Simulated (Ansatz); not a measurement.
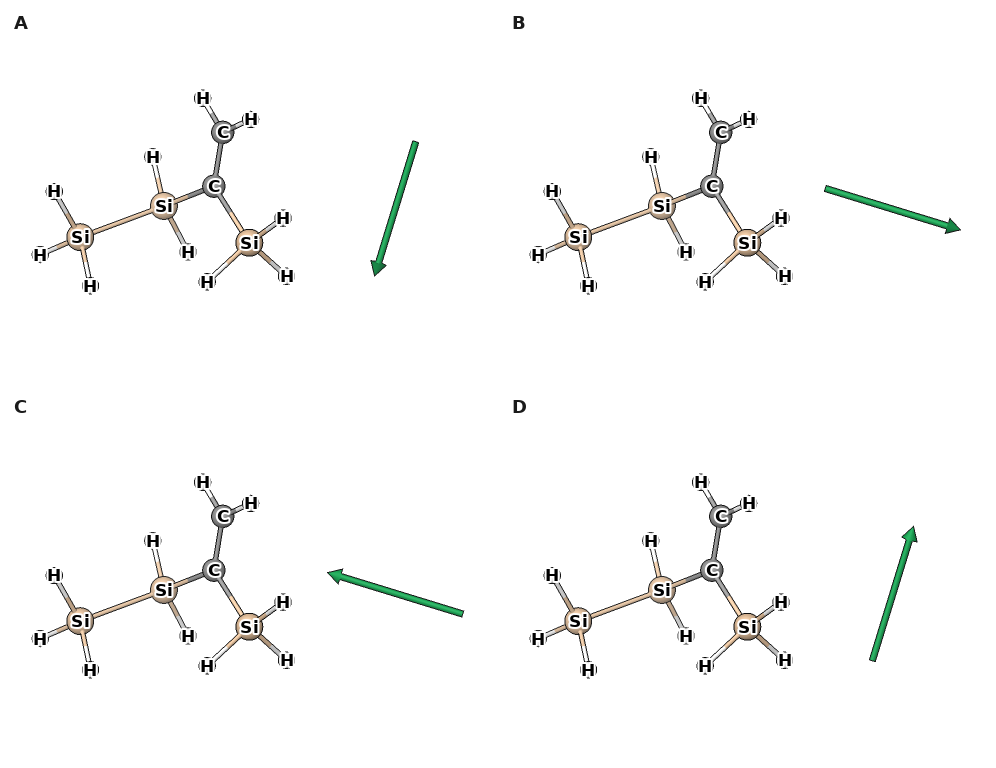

The same molecule four times, each with an arrow. The geometry was computed by an optimisation with PBE-D4/def2-SVP. No frequency run is at hand to confirm it as a minimum. Properties computed with RKS PBE-D4/def2-SVP (Ansatz 0.2.0).

Question: Which arrow points along the dipole moment, from the negative to the positive end?

Answer: D. The dipole moment is 0.84 D.
